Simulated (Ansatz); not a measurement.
C₇H₁₄O₃SiZr (SMILES C[O][Zr]1234([OH])([O]C)[CH]5[CH]1[CH]2[C]3([SiH3])[CH]54)

```yaml
atoms:
  - { symbol: C, position_ang: [-1.8866, 0.1393, -2.5735] }
  - { symbol: O, position_ang: [-1.6224, 0.0982, -1.2170] }
  - { symbol: Zr, position_ang: [-0.6979, -0.0478, 0.4716] }
  - { symbol: O, position_ang: [-1.2725, -1.7412, 1.2468] }
  - { symbol: O, position_ang: [-1.4128, 1.3440, 1.6066] }
  - { symbol: C, position_ang: [-1.4629, 2.4576, 2.4248] }
  - { symbol: C, position_ang: [1.4386, 1.3122, 0.1580] }
  - { symbol: C, position_ang: [1.6177, 0.5875, 1.3601] }
  - { symbol: C, position_ang: [1.6688, -0.7769, 1.0369] }
  - { symbol: C, position_ang: [1.5128, -0.9250, -0.3702] }
  - { symbol: Si, position_ang: [1.5241, -2.5180, -1.3188] }
  - { symbol: C, position_ang: [1.3854, 0.3888, -0.8987] }
  - { symbol: H, position_ang: [-0.9627, 0.2401, -3.1592] }
  - { symbol: H, position_ang: [-2.3913, -0.7781, -2.8988] }
  - { symbol: H, position_ang: [-2.5352, 0.9891, -2.8166] }
  - { symbol: H, position_ang: [-1.0730, -2.6427, 1.4814] }
  - { symbol: H, position_ang: [-1.8702, 2.1975, 3.4090] }
  - { symbol: H, position_ang: [-2.1036, 3.2326, 1.9876] }
  - { symbol: H, position_ang: [-0.4644, 2.8907, 2.5758] }
  - { symbol: H, position_ang: [1.3404, 2.3852, 0.0726] }
  - { symbol: H, position_ang: [1.6783, 1.0103, 2.3527] }
  - { symbol: H, position_ang: [1.7736, -1.5875, 1.7438] }
  - { symbol: H, position_ang: [1.1339, -3.6311, -0.4134] }
  - { symbol: H, position_ang: [2.8770, -2.8121, -1.8638] }
  - { symbol: H, position_ang: [0.5707, -2.4469, -2.4571] }
  - { symbol: H, position_ang: [1.2344, 0.6342, -1.9405] }
```

Geometry: PBE0-D4/def2-TZVP; core potentials replace the inner electrons of Zr.

Theory: Ansatz 0.2.0, RKS PBE0-D4/def2-TZVPP.

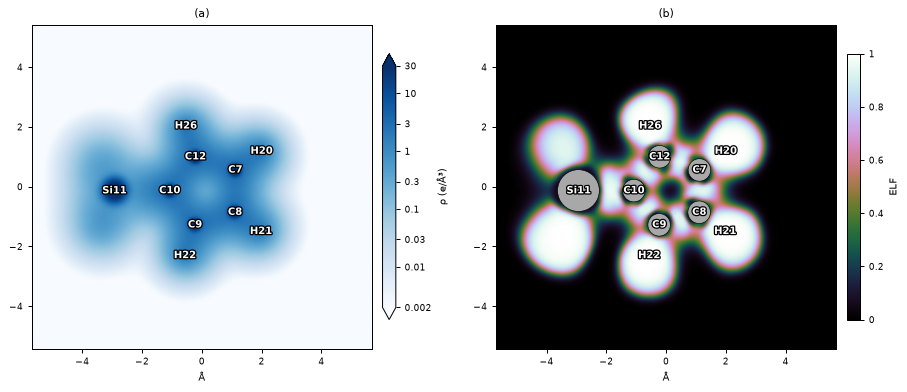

Figure 1. (a) electron density; (b) ELF on the plane of atoms C7, C8 and C9. Grey discs cover the atomic cores in the ELF map.

### What does the map show?

The section cuts through C, Si and H sites.
C–C (1.40 Å): ρ at the midpoint is about 2.1 e/Å³; the ELF peaks at about 0.95 between the atoms; a covalent bond.
C–Si (1.85 Å): ρ is about 0.98 e/Å³ halfway; the ELF peaks at about 0.95 between the atoms, as expected for a shared electron pair.
C–H (1.08 Å): ρ at the midpoint is about 2.1 e/Å³; the ELF climbs to about 1 towards the hydrogen, as it does in any bond to H (a covalent bond by its length).

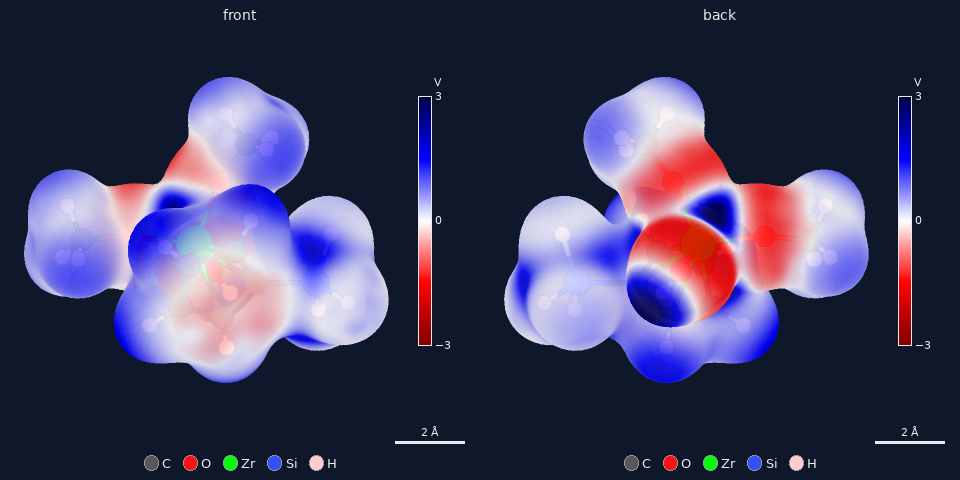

Figure 2. The electrostatic potential painted on the density surface at 0.004 e/bohr³, seen from the front and from behind; red is negative and blue positive.

### Which sites attract a positive test charge, and which a negative one?

A positive charge is drawn to the negative regions and a negative charge to the positive ones. The most negative region (about −1.7 V, or −39 kcal/mol for a unit charge) lies over O4, the most positive (about +2.9 V, or +67 kcal/mol for a unit charge) over Zr3 and H16. O4 is the likeliest acceptor of a hydrogen bond.

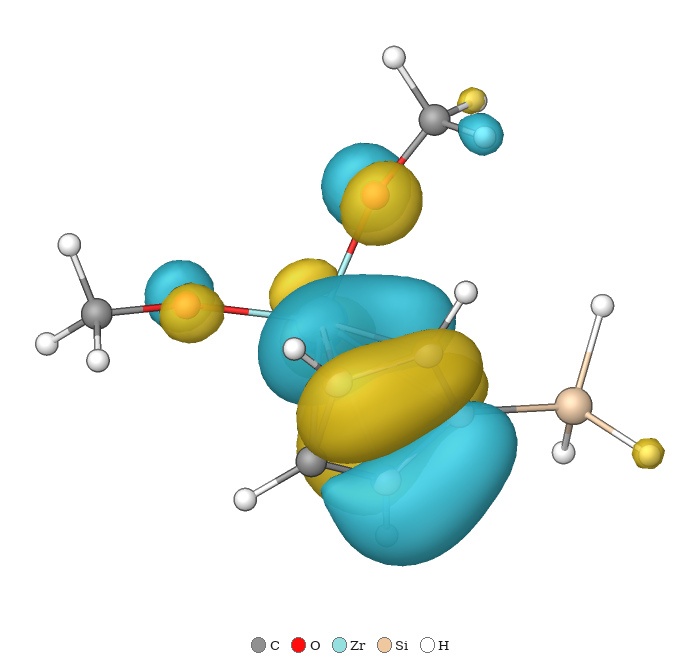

Figure 3. The HOMO−1 at ±0.1 Å⁻³ᐟ² (yellow and cyan are the two phases), seen at a tilt.

### What is the character of this orbital?

It lies mainly on C9 (about 20 %), C7 (about 20 %), C12 (about 10 %), Zr3 (about 10 %), C10 (about 10 %) and O4 (about 10 %). Its energy is −7.20 eV.
